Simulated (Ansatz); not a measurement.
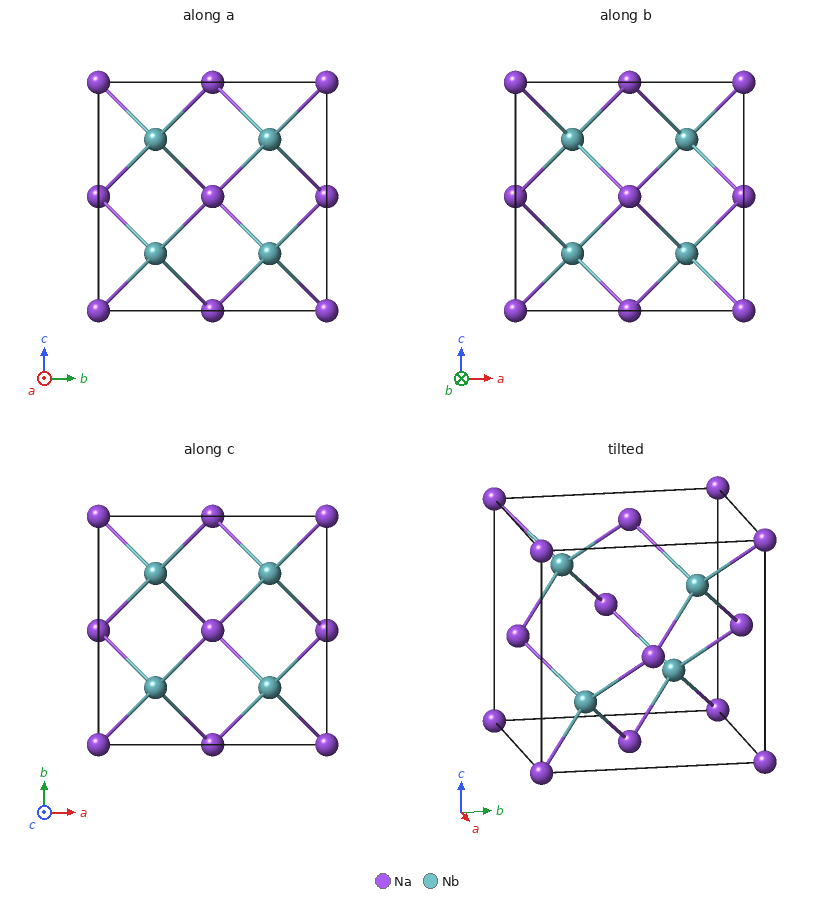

Drawn in the ball-and-stick manner and seen along the a axis, along the b axis, along the c axis and slightly off an axis. Thin lines show the conventional unit cell, with boundary atoms drawn in all their periodic places.

Lattice parameters: a = 7.0908 Å, b = 7.0908 Å, c = 7.0908 Å, α = 90.000°, β = 90.000°, γ = 90.000°.

Convert the drawing into a CIF in P1 with every atom of the cell.

Answer.
```cif
data_structure
_symmetry_space_group_name_H-M 'P 1'
_symmetry_Int_Tables_number 1
_cell_length_a 7.0908
_cell_length_b 7.0908
_cell_length_c 7.0908
_cell_angle_alpha 90.000
_cell_angle_beta 90.000
_cell_angle_gamma 90.000
_cell_volume 356.52
loop_
_atom_site_label
_atom_site_type_symbol
_atom_site_fract_x
_atom_site_fract_y
_atom_site_fract_z
_atom_site_occupancy
Na1 Na 0.0000 0.0000 0.0000 1
Nb1 Nb 0.2500 0.2500 0.7500 1
Na2 Na 0.0000 0.5000 0.5000 1
Nb2 Nb 0.2500 0.7500 0.2500 1
Na3 Na 0.5000 0.0000 0.5000 1
Nb3 Nb 0.7500 0.2500 0.2500 1
Na4 Na 0.5000 0.5000 0.0000 1
Nb4 Nb 0.7500 0.7500 0.7500 1
```

Origin of the cell: a structure type filled with these elements by a generator (whether the compound takes this form wasn't checked). The structure drawn was relaxed with DFT PBE, scalar-relativistic, plane waves, PAW (Ansatz 0.2.0).
